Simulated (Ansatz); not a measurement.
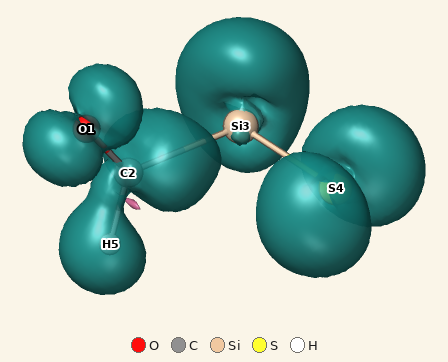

*CHOSSi (SMILES O=C[Si]=S) (doublet). Isosurfaces of the spin density (α minus β) at +0.015 (teal) and −0.015 e/Å³ (pink), seen at a tilt.*

These are results of UKS BLYP-D4/def2-SVP (Ansatz 0.2.0), not measurements.

```xyz
5

O     0.5525    0.4427   -1.6168
C     0.1930    0.6039   -0.4780
Si   -0.2653   -0.9477    0.7925
S     1.4276   -1.0019    1.8847
H     0.1024    1.6315   -0.0053
```

**Describe the spin distribution.**

The unpaired spin (1 electron) lies mostly on S4 (about 0.3), Si3 (about 0.3), C2 (about 0.2) and O1 (about 0.1), in electrons by Hirshfeld's partition.
